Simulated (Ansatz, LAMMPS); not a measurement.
# An extra electron or hole in amorphous 32Ga2O3-68GeO2 (mol %) (69 atoms), part 3 of 3

Does an extra electron or hole in amorphous 32Ga2O3-68GeO2 (mol %) (69 atoms) stay spread out, or do the atoms trap it?

Ansatz 0.2.0; Kohn-Sham DFT, PBE, PAW (set soft_1), plane waves.

The cell: 12 Ga, 13 Ge and 44 O. The quench rate of 20 K/ps is orders of magnitude faster than experiment. The starting topology of bonds comes from the classical model. The Brillouin zone is sampled at Γ only, in a cell whose shortest periodic width is 10 Å.

So far. Step 6 (An extra electron, atoms relaxed): The relaxation converged after 3 steps, 0.0230 eV below its start, with a largest force component of 0.042 eV/Å. Step 6 (An extra electron, atoms relaxed): An extra electron, atoms relaxed: the energy stands 4.68 eV above that of the reference, with a moment of 0.75 μB.

## Step 7: An extra electron, levels at the relaxed geometry

A single point at the new geometry gives levels and spin density.

The input, input.yaml:

```yaml
crystal:
  lattice:
    - [10.3277, 0.0, 0.0]
    - [0.0, 10.3277, 0.0]
    - [0.0, 0.0, 10.3277]
  atoms:
    - { symbol: Ga, position: [0.31662, 0.8218, 0.88524] }
    - { symbol: Ga, position: [0.31078, 0.69934, 0.15732] }
    - { symbol: Ga, position: [0.30439, 0.09762, 0.09239] }
    - { symbol: Ga, position: [0.10389, 0.63101, 0.89336] }
    - { symbol: Ga, position: [0.33819, 0.90588, 0.6392] }
    - { symbol: Ga, position: [0.56264, 0.93956, 0.08156] }
    [... 57 atom lines left out ...]
    - { symbol: O, position: [0.24396, 0.94978, 0.78019] }
    - { symbol: O, position: [0.47792, 0.4479, 0.94635] }
    - { symbol: O, position: [0.30418, 0.23637, 0.9842] }
    - { symbol: O, position: [0.4619, 0.62778, 0.29622] }
    - { symbol: O, position: [0.74539, 0.65198, 0.33266] }
    - { symbol: O, position: [0.56771, 0.72657, 0.52868] }
total_charge: -1
kpoints:
  mp_grid: { grid: [1, 1, 1] }
hamiltonian:
  xc: pbe
  pseudopotentials: { kind: paw, azcp: { folder: soft_1 } }
scf:
  occupations: { method: fermi_dirac, width: 0.01 }
  lower_state_search: "off"
output:
  forces: true
  stress: true
  populations: true
  dos:
    method: { smearing: { sigma: 0.1 } }
    de: 0.1
    projected: { site_lists: { Ga: [Ga], Ge: [Ge], O: [O] } }
  eigenvalues: true
  write_density: true
  write_potential: true
  volumetric_format: npy
magnetization:
  spin_polarized: true
  initial_magnetization: 1
```

On the command line:

```console
$ ansatz run input.yaml --threads 4 --pin off --max-ram 8192MiB --backend cpu --events-out ev --progress --plain --runs-dir out
```

Numbers of over 12 decimals in the logs are rounded to 6 here.

The log of the run:

```text
[...]
Crystal: 69 atoms, lattice volume = 1101.567 Å³
Basis set: ecut = 420 eV, 21559 PW (Γ), exchange–correlation on 144×144×144 points (8 copies of the dense FFT grid, shifted against one another)
Bands: 371, of which v1, the nominal top of the filled ones, is band 302 counted from 1 (301 counted from 0)
Symmetry: 1 space group operations
[...]
k-points: 1
[...]
Starting moments: Σ|m| = 1 μB on 69 of 69 sites
[...]
SCF iter   1: F=—  HF=-126210.589118 eV  |F-HF|=—  |Δ(HF+E_count)|=         —  Δρ=4.63e-2 (↑4.40e-2 ↓4.63e-2)  dr2=6.21e1  dr2_m=2.52e-2  M=1.000 μB ∫|m|=1.080 μB  β_m=1.00  ethr=3.10e-3  ⟨swp⟩=6.0  Hψ=2996  notcnv=0
[...]
SCF iter  18: F=-126191.982071 eV  HF=-126191.982071 eV  |F-HF|=1.51e-9  |Δ(HF+E_count)|=   3.62e-9  Δρ=3.32e-7 (↑2.89e-7 ↓3.32e-7)  dr2=2.18e-9  dr2_m=4.07e-10  M=0.747 μB ∫|m|=0.862 μB  ethr=1.00e-12  ⟨swp⟩=7.0  Hψ=4241  notcnv=0
SCF 1 converged in 18 iterations: F = -126191.982071 eV  dr2 = 2.18e-9
[...]
SCF converged after 18 iterations
Magnetization: 0.7470 μB (301.8735 up, 301.1265 down)
Absolute magnetization: 0.8007 μB (∫|ρ↑−ρ↓|, with the PAW one-centre terms)
[...]
Per-site moments (μB) at R_I (Å): [(0.00217855, 0.770301), (0.00833065, 0.787510), (0.00332485, 0.749557), (0.00210341, 0.751052), (0.00105051, 0.746257), [...]
Free energy (F): -126191.982071 eV
[...]
Internal energy: -126191.974477 eV  (E = F + TS)
E sigma→0 (E₀):  -126191.978274 eV
Entropy (-TS):   -0.007594 eV (-0.110 meV/atom)
Fermi energy:    4.699836 eV
[...]
--- Forces (eV/Å), atoms counted from 1 ---
  atom   1  Ga     0.01432080     0.00742658     0.01003732
  atom   2  Ga     0.01190258     0.00934924     0.02478960
  atom   3  Ga    -0.01725789     0.00716157     0.00611336
  atom   4  Ga     0.00331021    -0.01311892     0.01102850
  atom   5  Ga    -0.00173237     0.00263694    -0.00759026
  atom   6  Ga     0.01295393    -0.00399466     0.01233283
  atom   7  Ga     0.00102388     0.01052432     0.01523575
  atom   8  Ga     0.00560776    -0.00152597     0.00730631
  atom   9  Ga    -0.00061784     0.01466332     0.02449135
  atom  10  Ga     0.00144263    -0.00770631    -0.02419145
  atom  11  Ga     0.01697736     0.00691744    -0.00053207
  atom  12  Ga     0.01357869     0.00495188     0.01096776
  atom  13  Ge    -0.01959036     0.00555682    -0.00821662
  atom  14  Ge    -0.00896698    -0.02544858     0.02300666
[...]
atom  68  O     -0.01486469    -0.00302480     0.02254145
  atom  69  O     -0.01398831     0.00366476    -0.03002542
  max |Σ_I F_I| component: 5.79e-6 eV/Å
--- Stress (GPa, compression-positive) ---
       -3.186446      -0.708719       0.611535
       -0.708719      -2.558683       0.555839
        0.611535       0.555839      -1.800925
  P = ⅓ Tr σ = -2.5154 GPa (-25.154 kbar)
--- Band table (eV) ---
[...]
--- Löwdin populations: 69 sites ---
  site symbol       q [e]    m [muB]
     0     Ga     11.9848     0.0132
     1     Ga     11.9501     0.0369
     2     Ga     11.9166     0.0197
[...]
68      O      6.6851     0.0090
  spilling = 0.004778 (of n_electrons = 603.000000)
```

It took 50 s on 4 threads of Arm Neoverse V2, shared host; peak memory 2.4 GiB; 3.3 min of CPU time.

An extra electron, levels at the relaxed geometry: the energy stands 4.68 eV above that of the reference, with a moment of 0.75 μB.

The levels nearest the highest filled one (over half full), pooled over k-points and spins:

| level less the highest filled one (eV) | occupation |
| --- | --- |
| -1.40 | 1 |
| -0.881 | 1 |
| -0.875 | 1 |
| 0 | 0.873 |
| 0.0386 | 0.127 |
| 1.79 | 0 |
| 1.84 | 0 |
| 1.88 | 0 |

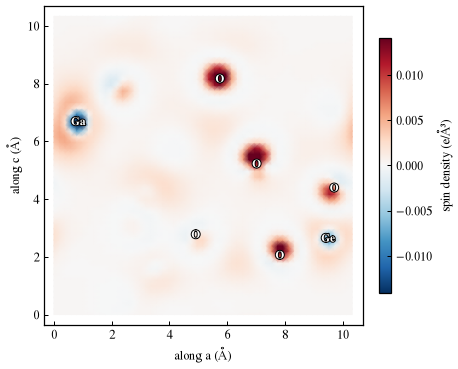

Spin density in the ac plane at fractional y = 0.865, with atoms of Ga and Ge and O within 0.2 Å of it. The map starts off the cell's origin, so that atoms lie inside it.

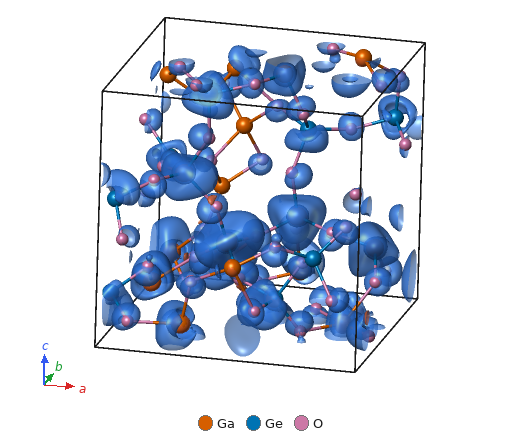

Surfaces of spin density = ±0.0024 e/Å³, which hold about 50 % of the integral of its size. The two colours are the two signs. Bonds to atoms that aren't drawn are left out.

## Step 8: Neutral at the geometry of the electron

The neutral cell at the new geometry gives the energy of that geometry without the charge.

input.yaml, the sections that differ from step 7:

```yaml
crystal:
  lattice:
    - [10.3277, 0.0, 0.0]
    - [0.0, 10.3277, 0.0]
    - [0.0, 0.0, 10.3277]
  atoms:
    [... the 69 atom lines of step 7 ...]
scf:
  occupations: { method: fermi_dirac, width: 0.05 }
output:
  forces: true
  stress: true
  populations: true
  dos:
    method: { smearing: { sigma: 0.1 } }
    de: 0.1
    projected: { site_lists: { Ga: [Ga], Ge: [Ge], O: [O] } }
  eigenvalues: true
# kpoints, hamiltonian: as in step 7
# total_charge: removed
# magnetization: removed
```

The log of the run:

```text
[...]
Crystal: 69 atoms, lattice volume = 1101.567 Å³
Basis set: ecut = 420 eV, 21559 PW (Γ), exchange–correlation on 144×144×144 points (8 copies of the dense FFT grid, shifted against one another)
Bands: 370, of which v1, the nominal top of the filled ones, is band 301 counted from 1 (300 counted from 0)
Symmetry: 1 space group operations
[...]
k-points: 1
[...]
SCF iter   1: F=—  HF=-126218.200308 eV  |F-HF|=—  |Δ(HF+E_count)|=         —  Δρ=9.54e-2  dr2=6.74e1  ethr=3.10e-3  ⟨swp⟩=6.0  Hψ=1493  notcnv=0
[...]
SCF iter  14: F=-126196.639162 eV  HF=-126196.639162 eV  |F-HF|=3.06e-8  |Δ(HF+E_count)|=   1.29e-7  Δρ=2.63e-6  dr2=9.05e-8  ethr=1.66e-11  ⟨swp⟩=11.0  Hψ=1951  notcnv=0
SCF 1 converged in 14 iterations: F = -126196.639162 eV  dr2 = 9.05e-8
[...]
SCF converged after 14 iterations
Free energy (F): -126196.639162 eV
[...]
Internal energy: -126196.638696 eV  (E = F + TS)
E sigma→0 (E₀):  -126196.638929 eV
Entropy (-TS):   -0.000466 eV (-0.007 meV/atom)
Fermi energy:    4.227411 eV
[...]
--- Forces (eV/Å), atoms counted from 1 ---
  atom   1  Ga    -0.00430314     0.05528443    -0.09219687
  atom   2  Ga    -0.06938340     0.07119920    -0.06394388
  atom   3  Ga     0.03193857     0.03136450    -0.01331377
  atom   4  Ga    -0.03416355    -0.01817419    -0.04969643
  atom   5  Ga     0.02036927     0.04639528    -0.01580517
  atom   6  Ga     0.02453675     0.05416092    -0.07957144
  atom   7  Ga    -0.00735448     0.07351825     0.12752891
  atom   8  Ga    -0.00006318    -0.06304744    -0.04303210
  atom   9  Ga    -0.04545465    -0.10823469    -0.05351928
  atom  10  Ga     0.01992835     0.00360894    -0.04563329
  atom  11  Ga     0.02353437     0.06851631     0.12245833
  atom  12  Ga     0.01525182     0.04283742    -0.07659720
  atom  13  Ge    -0.12567587     0.02686875     0.07198488
  atom  14  Ge    -0.03830884    -0.11932354     0.03496774
[...]
atom  68  O     -0.07867810     0.05371804    -0.00956692
  atom  69  O     -0.02152277    -0.01777932    -0.29466607
  max |Σ_I F_I| component: 1.76e-5 eV/Å
--- Stress (GPa, compression-positive) ---
       -4.046094      -0.760425       0.721120
       -0.760425      -3.405547       0.664792
        0.721120       0.664792      -2.558867
  P = ⅓ Tr σ = -3.3368 GPa (-33.368 kbar)
--- Band table (eV) ---
[...]
--- Löwdin populations: 69 sites ---
  site symbol       q [e]
     0     Ga     11.9646
     1     Ga     11.9093
     2     Ga     11.8895
[...]
68      O      6.6761
  spilling = 0.004761 (of n_electrons = 602.000000)
```

It took 18 s on 4 threads; peak memory 1.4 GiB.

Neutral at the geometry of the electron: the energy stands 0.0224 eV above that of the reference.

## Step 9: An extra hole, atoms held

The electron count changes by one with the atoms held: a vertical process, on a uniform background, with spin and a narrow Fermi–Dirac smearing. Its energy against the neutral cell hangs on the program's zero of potential.

input.yaml, as its differences from that of step 8:

```diff
@@ -6,3 +6,4 @@
   atoms:
-    [... the 69 atom lines of step 7 ...]
+    [... the 69 atom lines of step 4 ...]
+total_charge: 1
 kpoints:
@@ -13,3 +14,4 @@
 scf:
-  occupations: { method: fermi_dirac, width: 0.05 }
+  occupations: { method: fermi_dirac, width: 0.01 }
+  lower_state_search: "off"
 output:
@@ -23 +25,7 @@
   eigenvalues: true
+  write_density: true
+  write_potential: true
+  volumetric_format: npy
+magnetization:
+  spin_polarized: true
+  initial_magnetization: 1
```

The log of the run:

```text
[...]
Crystal: 69 atoms, lattice volume = 1101.567 Å³
Basis set: ecut = 420 eV, 21559 PW (Γ), exchange–correlation on 144×144×144 points (8 copies of the dense FFT grid, shifted against one another)
Bands: 370, of which v1, the nominal top of the filled ones, is band 301 counted from 1 (300 counted from 0)
Symmetry: 1 space group operations
[...]
k-points: 1
[...]
Starting moments: Σ|m| = 1 μB on 69 of 69 sites
[...]
SCF iter   1: F=—  HF=-126224.313450 eV  |F-HF|=—  |Δ(HF+E_count)|=         —  Δρ=5.13e-2 (↑4.92e-2 ↓5.13e-2)  dr2=7.77e1  dr2_m=3.51e-1  M=1.000 μB ∫|m|=1.076 μB  β_m=1.00  ethr=3.10e-3  ⟨swp⟩=6.0  Hψ=3004  notcnv=0
[...]
SCF iter   2: F=—  HF=-126208.671719 eV  |F-HF|=—  |Δ(HF+E_count)|=         —  Δρ=3.31e-2 (↑3.08e-2 ↓3.31e-2)  dr2=2.79e1  dr2_m=3.25e-1  M=0.433 μB ∫|m|=0.625 μB  β_m=0.30  ethr=3.10e-3  ⟨swp⟩=2.0  Hψ=1250  notcnv=0  defer=124
[...]
SCF iter  12: F=—  HF=-126199.816805 eV  |F-HF|=—  |Δ(HF+E_count)|=   3.14e-2  Δρ=3.81e-3 (↑1.20e-3 ↓3.81e-3)  dr2=3.72e-1  dr2_m=2.89e-2  M=1.000 μB ∫|m|=1.116 μB  β_m=0.30  ethr=7.97e-5  ⟨swp⟩=3.0  Hψ=634  notcnv=0  defer=124
[...]
SCF iter  14: F=—  HF=-126199.799327 eV  |F-HF|=—  |Δ(HF+E_count)|=   5.82e-1  Δρ=1.41e-3 (↑1.03e-3 ↓1.41e-3)  dr2=3.01e-2  dr2_m=1.01e-2  M=0.997 μB ∫|m|=1.107 μB  β_m=0.13  ethr=6.18e-5  ⟨swp⟩=3.0  Hψ=980  notcnv=0  defer=124
[...]
SCF iter  38: F=-126199.805554 eV  HF=-126199.805554 eV  |F-HF|=6.10e-9  |Δ(HF+E_count)|=  3.49e-10  Δρ=6.02e-7 (↑1.93e-7 ↓6.02e-7)  dr2=7.21e-9  dr2_m=1.00e-9  M=1.000 μB ∫|m|=1.128 μB  β_m=0.23  ethr=8.94e-12  ⟨swp⟩=5.0  Hψ=3057  notcnv=0
SCF iter  39: F=-126199.805554 eV  HF=-126199.805554 eV  |F-HF|=5.53e-10  |Δ(HF+E_count)|=  8.73e-11  Δρ=2.00e-7 (↑9.44e-8 ↓2.00e-7)  dr2=7.28e-10  dr2_m=1.21e-10  M=1.000 μB ∫|m|=1.128 μB  ethr=1.20e-12  ⟨swp⟩=5.0  Hψ=3042  notcnv=0
SCF 1 converged in 39 iterations: F = -126199.805554 eV  dr2 = 7.28e-10
[...]
SCF converged after 39 iterations
Magnetization: 1.0000 μB (301.0000 up, 300.0000 down)
Absolute magnetization: 1.1267 μB (∫|ρ↑−ρ↓|, with the PAW one-centre terms)
[...]
Per-site moments (μB) at R_I (Å): [(-0.00221862, 0.768633), (-3.176224556803255e-5, 0.784523), (1.0198610452983691e-5, 0.749210), (-5.487690724906199e-5, 0.750401), (0.000737656, 0.745467), [...]
Free energy (F): -126199.805554 eV
[...]
Internal energy: -126199.794932 eV  (E = F + TS)
E sigma→0 (E₀):  -126199.800243 eV
Entropy (-TS):   -0.010622 eV (-0.154 meV/atom)
Fermi energy:    2.754171 eV
[...]
Σ components = -126199.805554   (vs F -126199.805554, Δ=0.00e0)
--- Forces (eV/Å), atoms counted from 1 ---
  atom   1  Ga     0.94877350    -0.18418399     1.27353236
  atom   2  Ga     0.06337030    -0.12130065     0.37985890
  atom   3  Ga    -0.12779394     0.18635508     0.25677790
  atom   4  Ga    -0.91185598    -0.40205639     0.76787820
[...]
atom  69  O     -0.06086708     0.09157794     0.21849518
  max |Σ_I F_I| component: 5.07e-6 eV/Å
--- Stress (GPa, compression-positive) ---
       -3.460922      -0.845683       0.475569
       -0.845683      -3.103649       0.582037
        0.475569       0.582037      -1.784741
  P = ⅓ Tr σ = -2.7831 GPa (-27.831 kbar)
--- Band table (eV) ---
[...]
--- Löwdin populations: 69 sites ---
  site symbol       q [e]    m [muB]
     0     Ga     11.9369    -0.0175
     1     Ga     11.8965    -0.0006
     2     Ga     11.8788    -0.0015
[...]
68      O      6.6719     0.0006
  spilling = 0.004720 (of n_electrons = 601.000000)
```

The job ended after 63 s (4 threads; peak memory 2.4 GiB).

An extra hole, atoms held: the energy stands 3.14 eV below that of the reference, with a moment of 1.00 μB.

The levels nearest the highest filled one (over half full), pooled over k-points and spins:

| level less the highest filled one (eV) | occupation |
| --- | --- |
| -0.158 | 1 |
| -0.132 | 1 |
| -0.100 | 1 |
| 0 | 0.777 |
| 0.0249 | 0.223 |
| 1.93 | 0 |
| 1.94 | 0 |
| 3.80 | 0 |

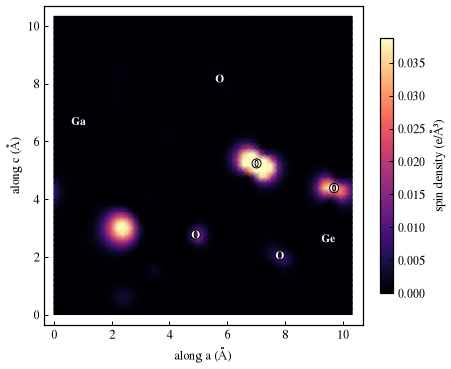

Spin density in the ac plane at fractional y = 0.861, with atoms of Ga and Ge and O within 0.2 Å of it. The map starts off the cell's origin, so that atoms lie inside it.

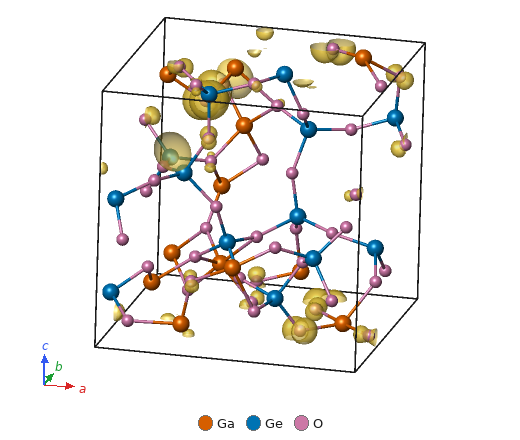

Surface of spin density = 0.014 e/Å³, which holds about 70 % of the integral of its size. Bonds to atoms that aren't drawn are left out.

## Step 10: An extra hole, atoms relaxed

The atoms now respond to the charge; the energy gained comes from screening by the atoms, from trapping if the charge localises, and from any strain left in the reference.

Input and log are left out; they have the form of those shown for this kind of step.

The job ended after 3.2 min (4 threads of Arm Neoverse V2, shared host; peak memory 2.3 GiB; 13 min of CPU time).

The relaxation converged after 10 steps, 0.679 eV below its start, with a largest force component of 0.048 eV/Å.

An extra hole, atoms relaxed: the energy stands 3.82 eV below that of the reference, with a moment of 1.00 μB.

## Step 11: An extra hole, levels at the relaxed geometry

A single point at the new geometry gives levels and spin density.

Input and log are left out; they have the form of those shown for this kind of step.

The job ended after 40 s (4 threads of Arm Neoverse V2, shared host; peak memory 2.4 GiB).

An extra hole, levels at the relaxed geometry: the energy stands 3.82 eV below that of the reference, with a moment of 1.00 μB.

A closer look about O29, which holds the most spin: 13 atoms, nearest first, numbered in the order of the input, with positions taken from that point.

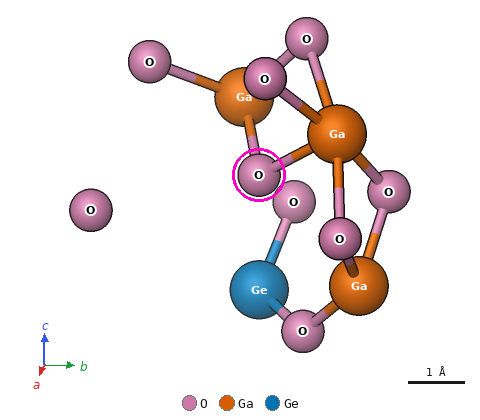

The atoms of the table, within 3.1 Å (arrows a, b, c point along x, y, z); some may hide others; the central atom is ringed.

| atom | x | y | z | distance (Å) | Löwdin charge (e) | moment (μB) |
| --- | --- | --- | --- | --- | --- | --- |
| O29 | 0.00 | 0.00 | 0.00 | 0.00 | -0.54 | 0.43 |
| Ga4 | -1.53 | -0.43 | 1.02 | 1.89 | 1.08 | 0.00 |
| Ga1 | 0.92 | 1.46 | 1.08 | 2.04 | 1.07 | 0.00 |
| O64 | -0.14 | 2.33 | -0.23 | 2.35 | -0.53 | 0.43 |
| O34 | -0.71 | 0.74 | 2.38 | 2.59 | -0.67 | 0.00 |
| Ga5 | 0.95 | 1.93 | -1.71 | 2.75 | 1.13 | 0.00 |
| O41 | -2.50 | 0.43 | -1.13 | 2.78 | -0.66 | 0.00 |
| O39 | -0.67 | -2.08 | 1.83 | 2.85 | -0.67 | 0.01 |
| O52 | 2.36 | 1.69 | -0.48 | 2.94 | -0.66 | 0.00 |
| Ge18 | -1.51 | -0.07 | -2.53 | 2.95 | 1.52 | 0.00 |
| O57 | -0.06 | 0.85 | -2.88 | 3.00 | -0.68 | 0.00 |
| O35 | 1.93 | 0.23 | 2.31 | 3.03 | -0.66 | 0.00 |
| O38 | 0.72 | -2.95 | -0.61 | 3.09 | -0.66 | 0.01 |

The distance from O29 to O64 changes most, from 2.86 Å in the neutral cell to 2.35 Å.

The levels nearest the highest filled one (over half full), pooled over k-points and spins:

| level less the highest filled one (eV) | occupation |
| --- | --- |
| -0.209 | 1 |
| -0.185 | 1 |
| -0.0033 | 1 |
| 0 | 1 |
| 1.22 | 0 |
| 1.78 | 0 |
| 1.79 | 0 |
| 3.62 | 0 |

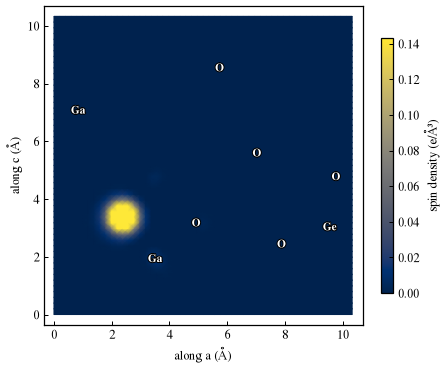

Spin density in the ac plane at fractional y = 0.860, with atoms of Ga and Ge and O within 0.2 Å of it. The map starts off the cell's origin, so that atoms lie inside it.

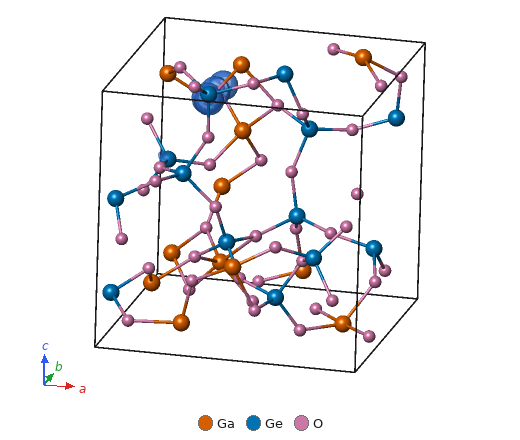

Surface of spin density = 0.079 e/Å³, which holds about 70 % of the integral of its size. Bonds to atoms that aren't drawn are left out.

## Step 12: Neutral at the geometry of the hole

The neutral cell at the new geometry gives the energy of that geometry without the charge.

Input and log are left out; they have the form of those shown for this kind of step.

It took 18 s on 4 threads of Arm Neoverse V2, shared host; peak memory 1.4 GiB.

Neutral at the geometry of the hole: the energy stands 0.759 eV above that of the reference.

## Step 13: Energies and spread of the extra charge

Energies are differences within one cell and functional; the shift is the gain plus the neutral cell's energy at the new geometry, that is how much cheaper the vertical process becomes there. The spread is the participation number of the site moments (1/Σw², over the spin inside atomic spheres), with the atom that holds the largest share and the spin that the spheres hold in all.

| carrier | charged less neutral, atoms held (eV) | gain on relaxing (eV) | neutral cell at that geometry, less the reference (eV) | shift of the vertical energy (eV) | spread, atoms held | spread, relaxed |
| --- | --- | --- | --- | --- | --- | --- |
| electron | 4.702 | 0.023 | 0.022 | 0.045 | 60; O58 3 % of 0.30 μB | 58; O58 3 % of 0.32 μB |
| hole | -3.144 | 0.679 | 0.759 † | 1.438 † | 5; O64 33 % of 0.85 μB | 2; O29 48 % of 0.90 μB |

† At this geometry the neutral cell has partly filled levels and no spin, so this energy is doubtful.

## Step 14: What came out

The extra electron gains 0.023 eV as the atoms relax, and its spin stays on about 58 atoms: it stays spread out at this level. The cell with the electron ends on a moment of 0.75 μB, short of the 1 μB of one unpaired electron, so the spin density holds only part of the carrier. With the atoms held, the spheres hold only 0.30 of the 0.71 μB, so the spread is read from a small part of the spin. The extra hole gains 0.68 eV as the atoms relax, and its spin goes from about 5 to 2 atoms: the atoms trap it, with the largest share on O29. The O29–O64 distance goes from 2.86 to 2.35 Å. Adding the two vertical energies gives 1.56 eV, against a gap of 0.896 eV in the neutral cell. The zero of the potential cancels in this sum; the excess isn't taken apart here: charging of a small cell, filling of bands on a coarse mesh and the attraction to the background can all enter.

**Limits.** Single energies of charged cells hang on the program's zero of potential. In the spin-polarised runs the search for a state of lower energy was switched off. No distortion was seeded, so a trapped state behind a barrier can't be found. Local and semilocal functionals favour spread-out charges, so trapping can be missed. The pressure of -3.0 GPa says that the cell would shrink at this level of theory. Charged cells carry a uniform background, with no correction for images.

The DFT runs together took 11 min of wall time.

[Logs are printed without paths, hosts, clocks, repeated set-up lines and the standing remarks that a program may print on its own settings, such as how far it seeks lower states.]

[Hosts, paths, dates, database ids (printed as entryN), source tags and the programs' standing remarks are cut or masked in the printed files.]
